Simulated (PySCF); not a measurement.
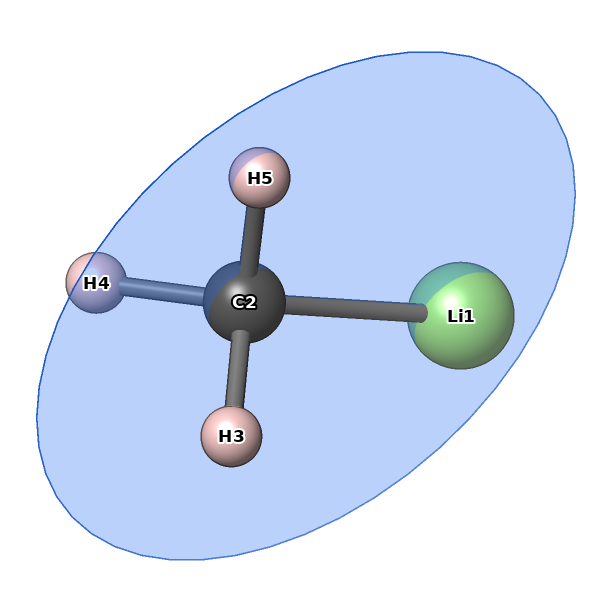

A disc through the centre of mass is drawn in. Atoms fade into the background with distance from the viewer. The geometry was computed by an optimisation with PBE0-D3(BJ)/def2-SVP. No frequency run is at hand to confirm it as a minimum.

**Is the plane of the disc a mirror plane of the structure?**

Yes. The reflection leaves Li1, C2, H5 in place and moves H3 ↔ H4. The point group is C3v.
